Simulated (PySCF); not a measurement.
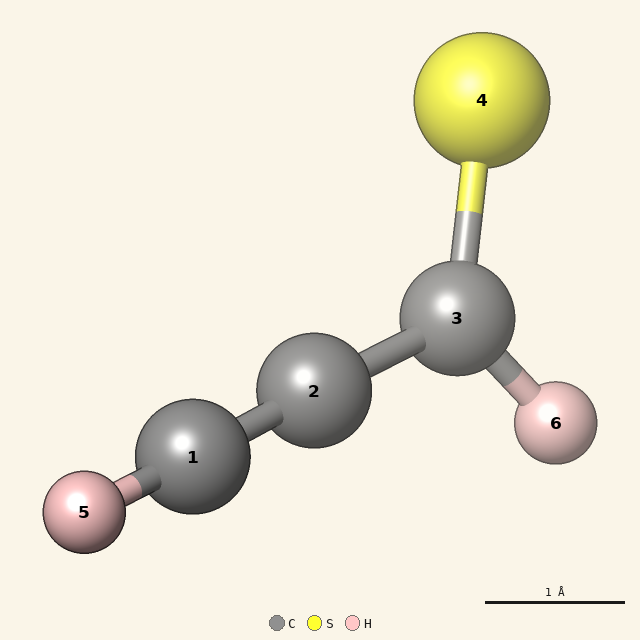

Orthographic view. Depth is shown by fading: the farther an atom, the more it takes the colour of the background. The computed structure is the end point of a PBE0-D3(BJ)/def2-SVP optimisation. No frequency run is at hand to confirm it as a minimum.

Give the distance matrix in Å.

```tsv
atom	C1	C2	C3	S4	H5	H6
C1	0.00					
C2	1.22	0.00				
C3	2.63	1.42	0.00			
S4	3.81	2.70	1.62	0.00		
H5	1.08	2.29	3.71	4.83	0.00	
H6	3.24	2.13	1.10	2.38	4.28	0.00
```
